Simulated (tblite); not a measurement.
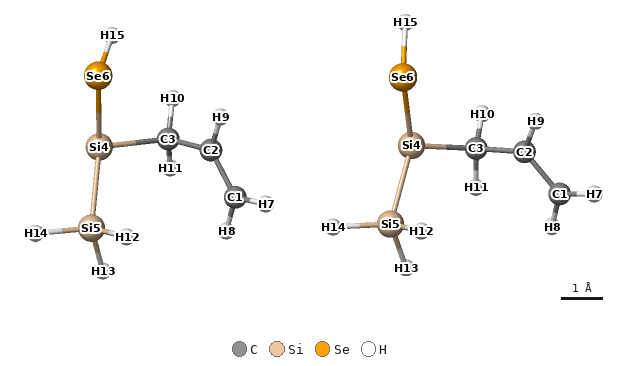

Two geometries of C3H9SeSi2 (multiplicity 2), drawn at one scale. One is the start of a relaxation, the other its converged end. The picture is a ball-and-stick view, seen at a tilt.

Method: GFN2-xTB geometry optimisation, gas phase (tblite). 

Which one is relaxed?

The left one is the relaxed one. Over 95 geometry steps the energy falls by 62.8 kJ/mol. The largest moves after the best rigid fit, 0.63 Å, are those of H7 and H11. By element the largest moves are H 0.63 Å, C 0.44 Å, Si 0.27 Å, Se 0.13 Å. Among the contacts that change: Se6–H15 1.555 → 1.437 Å, Si4–Si5 2.220 → 2.329 Å, Si4–Se6 2.254 → 2.357 Å, C3–Si4 1.841 → 1.943 Å. Bond angles that change, for instance: Si4–Se6–H15 109.7° → 93.8°, C3–Si4–Se6 115.6° → 104.1°, Si4–Si5–H12 109.7° → 118.0°. Groups turn about C2–C3 by about 25°. The run took 0.61 s on 1 thread of Arm Neoverse V2, on a shared host.
